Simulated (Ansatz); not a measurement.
## Electronic structure of Br$_{3}$HOTi (SMILES [OH][Ti]([Br])([Br])[Br]) in real space

Input file:

```
crystal:
  periodic: [false, false, false]
  atoms:
    - {symbol: O, position_ang: [-0.645070, 0.430747, 1.163552]}
    - {symbol: Ti, position_ang: [0.229785, -0.170180, -0.216211]}
    - {symbol: Br, position_ang: [1.987518, -1.529167, 0.499374]}
    - {symbol: Br, position_ang: [-1.226345, -1.387477, -1.572847]}
    - {symbol: Br, position_ang: [1.056757, 1.634761, -1.441283]}
    - {symbol: H, position_ang: [-1.360547, 0.957315, 1.521214]}
basis:
  gaussian: {orbitals: def2-TZVPP}
hamiltonian: {xc: pbe0, dispersion: d4}
output: {orbitals: {seedname: orbitals}}
```

Launched as:

```sh
ansatz run in.yaml --threads 4 --pin off --events-out ev --progress --plain --max-ram 11315MiB
```

Geometry: PBE0-D4/def2-TZVP.

Method: Ansatz 0.2.0, RKS PBE0-D4/def2-TZVPP.

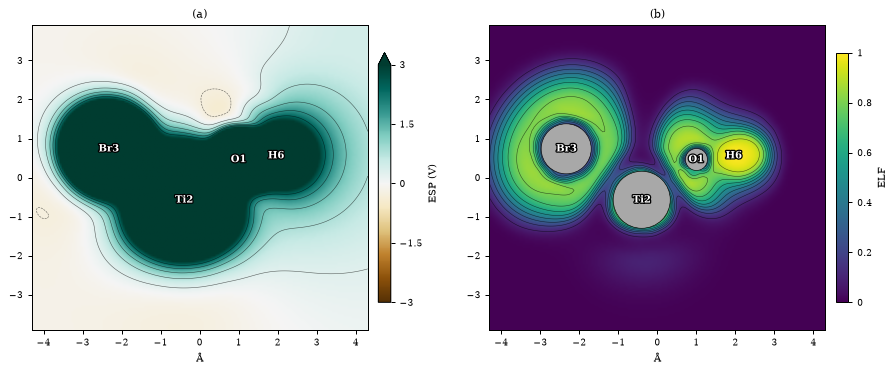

Figure 1. (a) electrostatic potential; (b) ELF on the plane of atoms Ti2, O1 and H6. Grey discs cover the atomic cores in the ELF map.

> What does the map show?

The plane passes through O, Ti, Br and H nuclei. Ti–O (1.74 Å): the ELF peaks at about 0.80 in the valence shell of O, 0.5 Å from its nucleus, and drops to about 0.25 between the two atoms. Ti–Br (2.33 Å): the ELF peaks at about 0.75 in the valence shell of Br, 1.0 Å from its nucleus, and is about 0.55 at the midpoint. O–H (0.96 Å): the ELF climbs to about 1 towards the hydrogen, as it does in any bond to H (an ordinary covalent bond to hydrogen). Outside the dense part of the molecule the potential is most negative (−0.4 V) near O1.

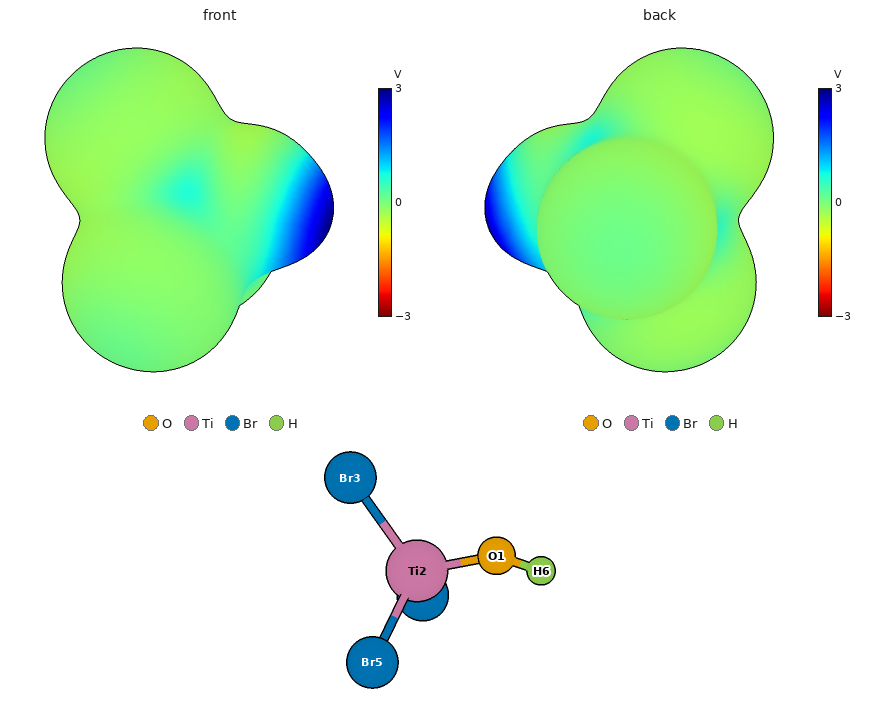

Figure 2. The electrostatic potential painted on the density surface at 0.001 e/bohr³, seen from the front and from behind; red is negative and blue positive. The bare structure is drawn below in the same view.

> Where is the surface potential most negative and most positive?

The most negative region (about −0.3 V) lies over O1, Br3, Br4 and Br5, the most positive (about +2.8 V) over H6.

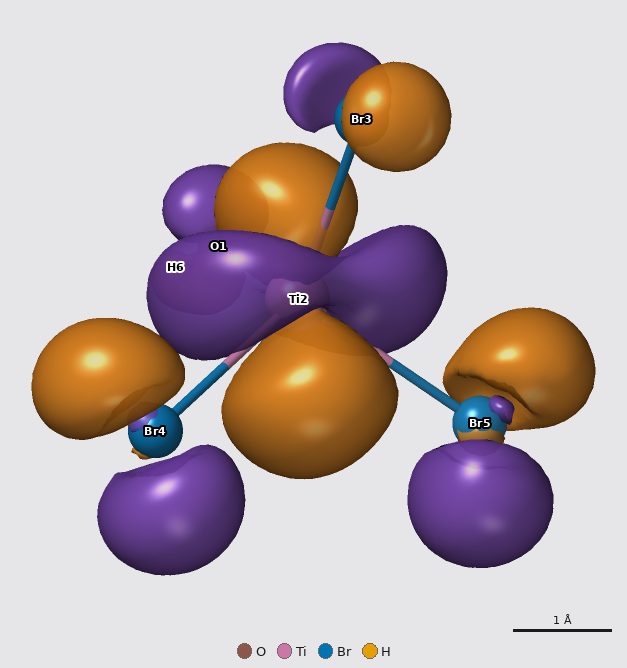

Figure 3. The LUMO at ±0.08 Å⁻³ᐟ² (orange and purple are the two phases), seen at an oblique angle.

> Describe this orbital and give its energy.

By Hirshfeld shares it lies mainly on Ti2 (about 70 %), Br4 (about 10 %) and Br5 (about 10 %). Its energy is −3.31 eV.
